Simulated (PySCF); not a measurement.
**[TlI2]+: forces at shaken geometries**

How stiff is [TlI2]+? Its atoms are displaced at random by several amounts. The structure is generated, not taken from experiment.

Method: B3LYP, Tl def2-SVP with ECP60, I def2-SVP with ECP28; scalar-relativistic core potentials, no spin–orbit coupling; program: PySCF 2.14.0.

3 further runs of the same task are left out: 2 for a known fault of the program, 1 that didn't finish.

**1. Starting geometry**

3 atoms, charge 1, spin multiplicity 1.

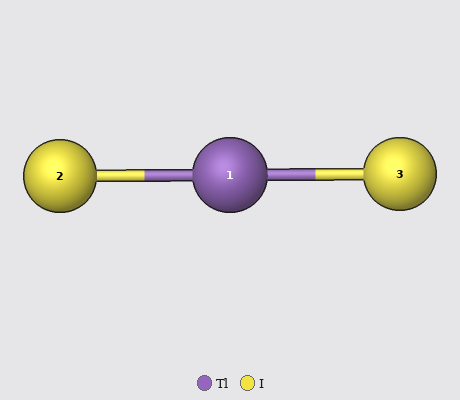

The geometry (thallium purple, iodine yellow); atoms are numbered from 1 in the order of the file.

Coordinates:

```xyz
3
charge 1, multiplicity 1
Tl    0.00000    0.00000    0.00000
I     0.00000    0.00000    2.66070
I     0.00000    0.00000   -2.66070
```

Formal oxidation states: Tl +3. An earlier session relaxed this geometry at B3LYP, Tl def2-SVP with ECP60, I def2-SVP with ECP28 (singlet, point group D∞h).

Its energy there is -767.957825 Eh.

**2. Atoms moved at random, σ = 0.15 Å**

Input file run.py (the lines that set the calculation):

```python
mol = gto.M(atom='''
Tl    -0.02529     0.19236     0.11862
I      0.06883    -0.09890     2.56740
I     -0.04354    -0.09346    -2.68602''',
    basis={'Tl': 'def2-SVP', 'I': 'def2-SVP'},
    ecp={'Tl': 'def2-SVP', 'I': 'def2-SVP'},
    charge=1, spin=0)
mf = dft.RKS(mol, xc='B3LYP')
mf.grids.atom_grid = (50, 194)
mf = mf.density_fit()  # fitting sets: Tl def2-universal-JKFIT, I def2-universal-JKFIT
mf.conv_tol = 1e-08; mf.max_cycle = 55
mf.kernel(dm0)  # dm0: the density of the relaxed state
```

On the command line:

```
OMP_NUM_THREADS=2 python run.py
```

**3. Atoms moved at random, σ = 0.03 Å**

run.py (the lines that set the calculation): that of step 2 with these lines changed.

```diff
@@ -1,5 +1,5 @@
 mol = gto.M(atom='''
-Tl    -0.02529     0.19236     0.11862
-I      0.06883    -0.09890     2.56740
-I     -0.04354    -0.09346    -2.68602''',
+Tl     0.02128    -0.00438     0.03208
+I     -0.03766     0.02402     2.64777
+I      0.01637    -0.01965    -2.67985''',
     basis={'Tl': 'def2-SVP', 'I': 'def2-SVP'},
```

**4. Atoms moved at random, σ = 0.15 Å**

run.py (the lines that set the calculation): that of step 3 with these lines changed.

```diff
@@ -1,5 +1,5 @@
 mol = gto.M(atom='''
-Tl     0.02128    -0.00438     0.03208
-I     -0.03766     0.02402     2.64777
-I      0.01637    -0.01965    -2.67985''',
+Tl     0.05172    -0.03172     0.22005
+I      0.07620    -0.02502     2.63524
+I     -0.12792     0.05674    -2.85530''',
     basis={'Tl': 'def2-SVP', 'I': 'def2-SVP'},
```

What does the calculation give? Wanted: for each run, σ; energy rise; harmonic estimate −½ F·u; largest force component.

As calculated:

| σ (Å) | energy rise (eV) | harmonic estimate −½ F·u (eV) | largest force component (eV/Å) |
| --- | --- | --- | --- |
| 0.15 | 0.414 | 0.412 | 4.35 |
| 0.03 | 0.026 | 0.025 | 1.05 |
| 0.15 | 1.038 | 0.988 | 6.55 |

Every displacement raises the energy. For a harmonic well the rise equals −½ F·u; the two differ by at most 5 % here (a move with σ = 0.15 Å), from anharmonicity, the grid and the small forces left at the relaxed point. These are double-zeta-type bases without diffuse functions. Spin–orbit coupling is left out.
